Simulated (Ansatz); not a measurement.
# Calculations on CH$_{8}$AlP

### Relaxation

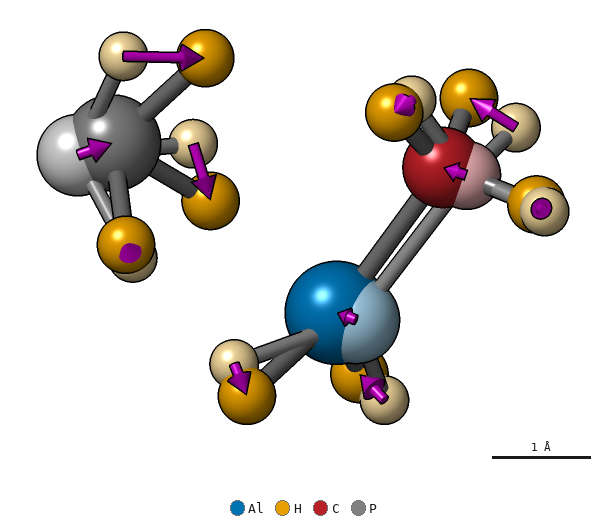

A relaxation of CH8AlP. The starting structure is drawn faded, the final one solid; purple arrows show the displacements, at their true length. The two geometries are superimposed by the best rigid fit.

Style: ball-and-stick. Shown at a tilt.

The run prepares an end point of a later path (reaction) calculation, from a guessed geometry.

Level of theory: Ansatz 0.2.0, RKS LDA/6-31G*. Set-up: no spin polarisation; force threshold 0.03 eV/Å; at most 50 steps.

> Atoms of which element are displaced furthest, and by how much?

Hydrogen: up to 0.86 Å, against 0.38 Å for phosphorus.

> What did the optimiser do to the structure, and how much energy did it gain?

Over 14 accepted moves (15 points after the start) the energy falls by 0.171 eV. Largest force component: 0.43 eV/Å at the start, 0.0068 eV/Å at the end. The line search rejected the trial step at point 5 of the run. The atom that moves furthest after the best rigid fit is an H atom (0.86 Å). By element the largest moves are H 0.86 Å, P 0.38 Å, C 0.25 Å, Al 0.22 Å. Among the contacts that change: Al–P 3.471 → 3.023 Å, Al–H 2.381 → 2.263 Å, Al–H 1.575 → 1.614 Å, H–P 1.438 → 1.454 Å. Cost: 12 s on 2 threads of AMD EPYC 7B13 (Zen 3), with other jobs on the host, peak memory 0.15 GiB.

### Relaxation

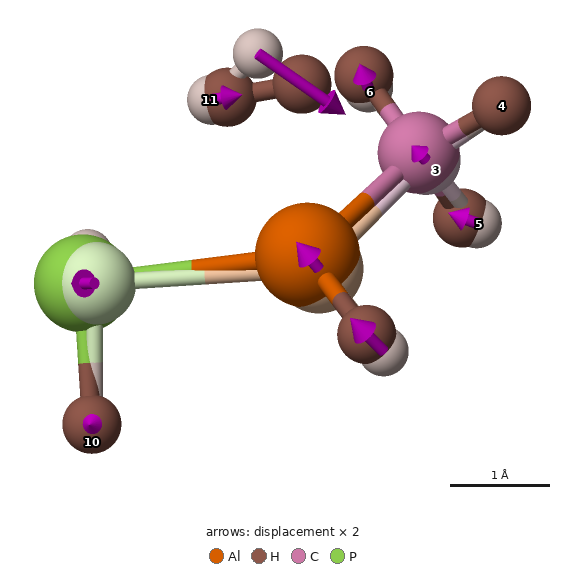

This is a relaxation of CH₈AlP. The starting structure is drawn faded, the final one solid; purple arrows show the displacements, magnified 2 times. The two geometries are superimposed by the best rigid fit.

A ball-and-stick model, seen from a free direction.

The run prepares an end point of a later path (reaction) calculation, from a guessed geometry.

All numbers below come from RKS LDA/6-31G* (Ansatz).

Input
```yaml
crystal:
  periodic: [false, false, false]
  atoms:
    - { symbol: Al, position_ang: [0.174194, 0.861794, -0.311657] }
    - { symbol: H, position_ang: [-0.033274, -0.548339, 2.047558] }
    - { symbol: C, position_ang: [1.790049, -0.114867, -0.785104] }
    - { symbol: H, position_ang: [1.616697, -1.206486, -0.793199] }
    - { symbol: H, position_ang: [2.103188, 0.163746, -1.810325] }
    - { symbol: H, position_ang: [2.642358, 0.09945, -0.116305] }
    - { symbol: H, position_ang: [-1.265761, 0.411669, -0.867813] }
    - { symbol: P, position_ang: [0.145693, 2.651566, 1.120061] }
    - { symbol: H, position_ang: [1.497745, 3.067878, 0.854574] }
    - { symbol: H, position_ang: [-0.429931, 3.551185, 0.152024] }
    - { symbol: H, position_ang: [-0.040355, 0.171704, 1.967586] }
basis:
  gaussian: { orbitals: "6-31G*" }
hamiltonian:
  xc: lda
relax:
  f_tol: 0.03
  max_steps: 50
output:
  orbitals: {}
```

Launched with:
```bash
ansatz run input.yaml --threads 2 --pin off --max-ram 3072MiB --backend cpu --events-out ev --progress --plain --runs-dir out
```

### Which element moves most?

Hydrogen: up to 0.56 Å, against 0.22 Å for phosphorus.

### What did the optimiser do to the structure, and how much energy did it gain?

The largest move after the best rigid fit is that of H2, 0.56 Å. Largest moves by element: H 0.56 Å, P 0.22 Å, Al 0.20 Å, C 0.12 Å. Some distances before and after: Al1–H2 2.756 → 2.199 Å, Al1–H11 2.391 → 2.180 Å, H2–H11 0.725 → 0.778 Å, Al1–P8 2.292 → 2.340 Å. After 11 geometry steps the energy has fallen by 13.5 kJ/mol. Largest force component: 1.9 eV/Å at the start, 0.029 eV/Å at the end.

Limits of the set-up: the start holds two separate molecules, 2.4 Å apart at their closest, whose relative position is a soft coordinate and is computed without a dispersion correction.

### Path

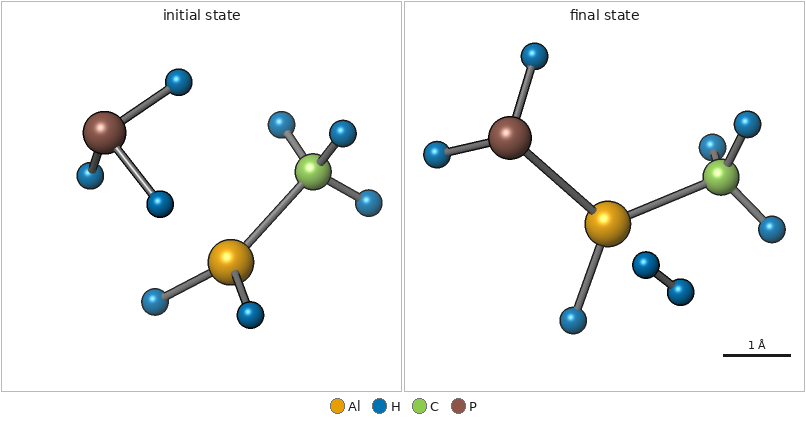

The two relaxed end points of a path for CH$_{8}$AlP. Style: ball-and-stick. Shown at a tilt.

Theory: RKS LDA/6-31G* in Ansatz.

Run with 7 movable images; climbing image; force threshold 0.05 eV/Å; iteration limit 60.

Start:
```xyz
11

Al    0.0226    0.0321    0.0628
H    -0.2658   -0.7114    1.4660
C     1.8224    0.0565   -0.6896
H     2.0192   -0.8851   -1.2397
H     1.9658    0.8813   -1.4116
H     2.6026    0.1351    0.0900
H    -1.2570    0.4445   -0.8244
P     0.2199    2.7760    1.3168
H     1.5080    2.4769    0.7542
H    -0.4804    2.4716    0.0918
H     0.0432    1.4319    1.8411
```

End:
```xyz
11

Al    0.1859    0.8119   -0.1361
H    -0.0204   -0.7246    1.4240
C     1.8585   -0.0413   -0.6621
H     1.7479   -1.1345   -0.7917
H     2.1931    0.3628   -1.6384
H     2.6782    0.1417    0.0578
H    -1.2363    0.2972   -0.6770
P     0.1549    2.7491    1.1770
H     1.3820    3.2600    0.6234
H    -0.6756    3.4567    0.2384
H    -0.0675   -0.0696    1.8421
```

Predict the minimum-energy path and its barrier.

Answer. Forward barrier 50.9 kJ/mol, backward barrier 74.9 kJ/mol, with image 3 at the top; the reaction energy is −24.1 kJ/mol. Breaking: Al1–H2 (1.61 → 1.72 at the top → 2.20 Å), P8–H11 (1.45 → 1.77 at the top → 2.90 Å). Forming: Al1–P8 (3.02 → 2.61 at the top → 2.34 Å), H2–H11 (2.20 → 1.14 at the top → 0.78 Å). The band is converged. At the top, the vibrational analysis gives one imaginary mode (912i cm⁻¹), as a transition state must have.

Energies of the converged images:

```
image  path (Å)  E (kJ/mol)
    0      0.00         0.0
    1      0.42         1.6
    2      0.85        20.2
    3      1.27        50.9
    4      1.68        19.9
    5      2.08       -10.5
    6      2.49       -21.3
    7      2.89       -23.6
    8      3.30       -24.1
```

The geometry at the top of the path:

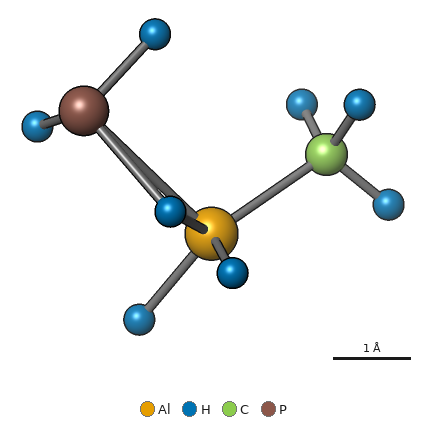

Cost: 79 s on 2 threads of AMD EPYC 7B13 (Zen 3), with other jobs on the host, peak memory 0.13 GiB.
